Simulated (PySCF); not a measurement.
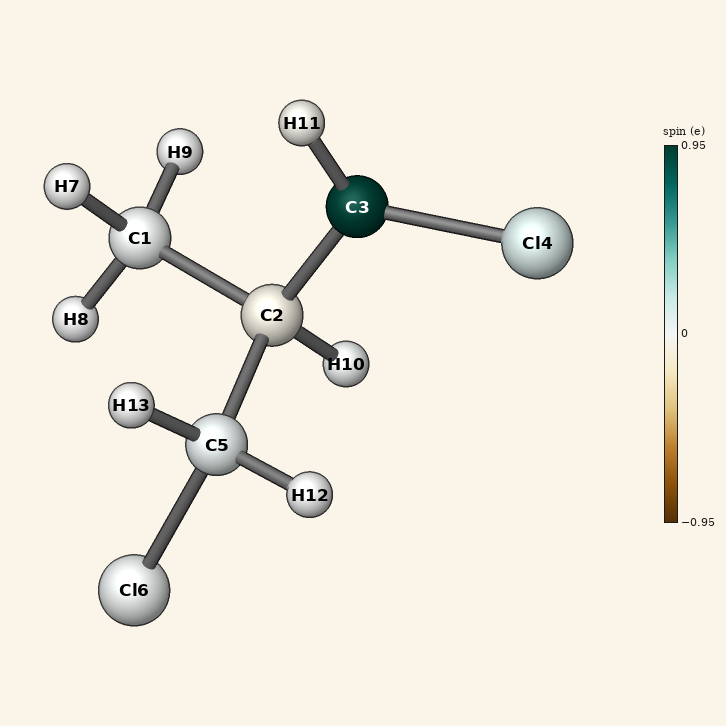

Atoms are coloured by their Mulliken spin populations. State: neutral, doublet. The geometry was computed by an optimisation with GFN2-xTB. No frequency run is at hand to confirm it as a minimum. Method: UKS B3LYP, pcH-1 on C Cl H, non-relativistic (PySCF 2.14.0).

Which atom carries the largest spin population?

C3 (0.93 e).

Which atom has the lowest spin population?

C2 (−0.07 e); a negative value comes from spin polarisation.

Give the Mulliken spin populations atom by atom.

| atom | value (e) |
| --- | --- |
| C1 | 0.01 |
| C2 | −0.07 |
| C3 | 0.93 |
| Cl4 | 0.10 |
| C5 | 0.04 |
| Cl6 | 0.02 |
| H7 | 0.00 |
| H8 | 0.00 |
| H9 | 0.00 |
| H10 | 0.02 |
| H11 | −0.04 |
| H12 | 0.00 |
| H13 | 0.00 |

Mulliken values depend strongly on the basis set.
